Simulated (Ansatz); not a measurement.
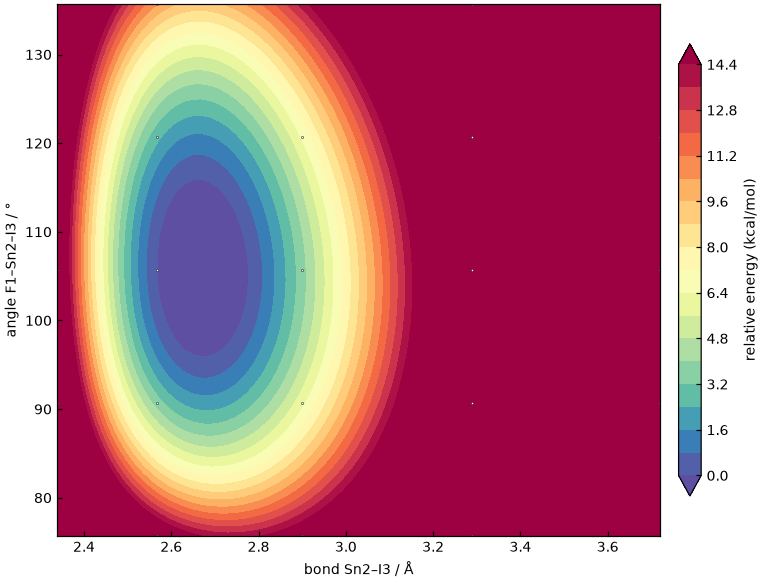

FH₂ISn, SMILES [F][SnH2][I]. Two internal coordinates are moved rigidly from the geometry relaxed at PBE0-D4/def2-TZVP, all others fixed. The first coordinate is: bond Sn2–I3; the second: angle F1–Sn2–I3. The scan uses a 5 × 5 grid. All energies are given in kcal/mol relative to the lowest grid point. The calculation used RKS r2SCAN-D4/def2-TZVPP in Ansatz.

The picture shows filled contours, dots at the grid points, one colour for all values above the top of the scale. Between grid points the surface is interpolated.

Where is the minimum, and how stiff is the well along each coordinate?

Answer. The interpolated minimum is at bond Sn2–I3 ≈ 2.670 Å, angle F1–Sn2–I3 ≈ 105.4°. The curvatures there are about 11 eV/Å² and 3.5 eV/rad², with a cross term of about 0.3 eV/(Å·rad). Round the minimum the two coordinates are nearly uncoupled. (1 eV is 23.1 kcal/mol.)
